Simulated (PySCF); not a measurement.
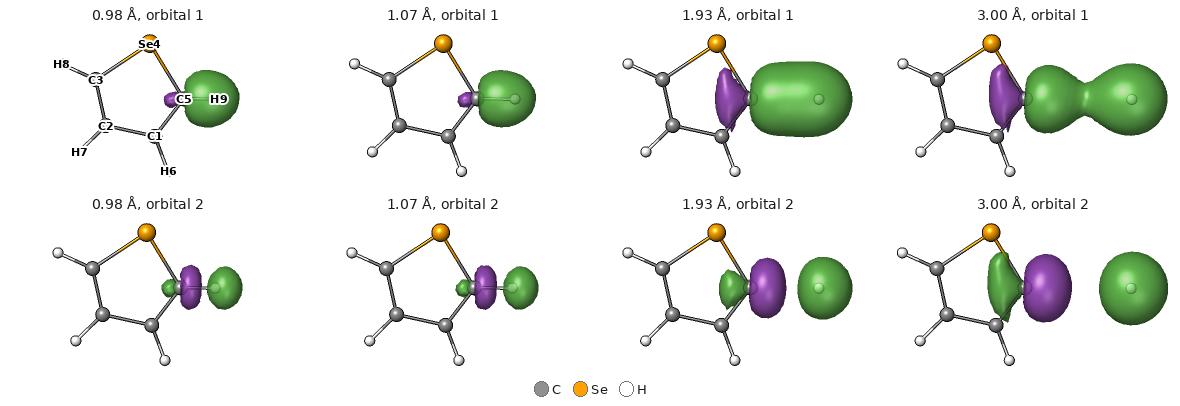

C₄H₄Se, SMILES `c1cc[se]c1`. Rigid stretch of the C5–H9 bond. The two CASSCF(2,2) natural orbitals nearest half filling (orbital 1 the more occupied).

Method: cc-pVDZ basis; geometry: GFN2-xTB; program: PySCF. No frequency check shows the geometry to be a minimum. GFN2-xTB bond lengths at metals and heavier atoms can be off by up to 0.1 Å and shapes distorted, which carries into these values.

Input script:

```python
import numpy as np
from pyscf import gto, scf, mcscf

mol = gto.M(atom='''
C      1.67390    -0.70814     0.00000
C      1.67389     0.70816     0.00000
C      0.43945     1.27082     0.00000
Se    -0.91010     0.00000     0.00000
C      0.43948    -1.27082     0.00000
H      2.58162    -1.28775     0.00000
H      2.58159     1.28779     0.00000
H      0.20995     2.32119     0.00000
H      0.21000    -2.32120     0.00000
''', basis='cc-pvdz', charge=0, spin=0, verbose=4)
# stretch the bond between atoms 5 and 9, from long to short, fragments rigid
a, b, move = 4, 8, [8]
xyz = mol.atom_coords(unit='Angstrom')
u = xyz[b] - xyz[a]
r0 = np.linalg.norm(u)
rows, last, dm_u = [], None, None
for r in [3.0, 2.35, 1.93, 1.66, 1.44, 1.28, 1.18, 1.07, 0.98]:
    new = xyz.copy()
    new[move] += u / r0 * (r - r0)
    m = mol.set_geom_(new, unit='Angstrom', inplace=False)
    rhf = scf.RHF(m).density_fit(auxbasis='def2-universal-jkfit').run()
    uhf = scf.UHF(m).density_fit(auxbasis='def2-universal-jkfit').newton()
    if dm_u is None:
        c = rhf.mo_coeff
        h = m.nelectron // 2 - 1
        ca, cb = c.copy(), c.copy()
        ca[:, h], cb[:, h] = (c[:, h] + c[:, h + 1]) / 2**.5, (c[:, h] - c[:, h + 1]) / 2**.5
        dm_u = np.array([x[:, :h + 1] @ x[:, :h + 1].T for x in (ca, cb)])
    uhf.kernel(dm0=dm_u)
    for _ in range(3):
        c, _, stable, _ = uhf.stability(return_status=True)
        if stable:
            break
        uhf.kernel(c, uhf.mo_occ)
    dm_u = uhf.make_rdm1()
    mc = mcscf.CASSCF(rhf, 2, 2)
    mc.natorb = True
    mc.fix_spin_(ss=0)
    guess = mcscf.addons.make_natural_orbitals(uhf)[1] if last is None else mcscf.project_init_guess(mc, last.mo_coeff, last.mol)
    mc.kernel(guess)
    last = mc
    act = slice(mc.ncore, mc.ncore + mc.ncas)
    print('r %.3f  RHF %.6f  UHF %.6f  <S^2> %.3f  CASSCF %.6f  occupations' % (r, rhf.e_tot, uhf.e_tot, uhf.spin_square()[0], mc.e_tot), mc.mo_occ[act].round(4))
    rows.append((new, rhf.e_tot, uhf.e_tot, uhf.spin_square()[0], mc.e_tot, mc.mo_occ[act], mc.mo_coeff[:, act], dm_u[0] - dm_u[1], rhf.converged and uhf.converged and mc.converged))
    np.savez('result.npz', **{k: [row[i] for row in rows] for i, k in enumerate('xyz rhf uhf s2 cas occ c spin ok'.split())})
```

Launched as:

```sh
OMP_NUM_THREADS=1 python input.py
```

The run took 3.9 min on 1 thread of Intel(R) Xeon(R) 6975P-C (Granite Rapids), on a shared host, peak memory 0.3 GiB.

Question: How do the occupations change along the stretch?

Answer: 0.98 Å: 1.99 and 0.01; 1.07 Å: 1.98 and 0.02; 1.93 Å: 1.82 and 0.18; 3.00 Å: 1.27 and 0.73. At the longest distance computed (3.00 Å) they are 1.27 and 0.73, and the effective number of unpaired electrons is 1.7.

UHF's ⟨S²⟩ passes 1 along the scan (up to 1.43), so it also polarises electrons outside the stretched bond; its energy lowering isn't due to that bond alone.

UHF already breaks spin symmetry near equilibrium here (⟨S²⟩ = 0.20 at 1.07 Å), for reasons apart from this bond.

Question: How much energy does the stretch cost?

Answer: By CASSCF, 4.7 eV from the lowest point of the scan (1.07 Å) to 3.00 Å; RHF gives 7.9 eV from its own lowest point. The fragments aren't relaxed and dynamic correlation is missing, so this isn't a bond dissociation energy.
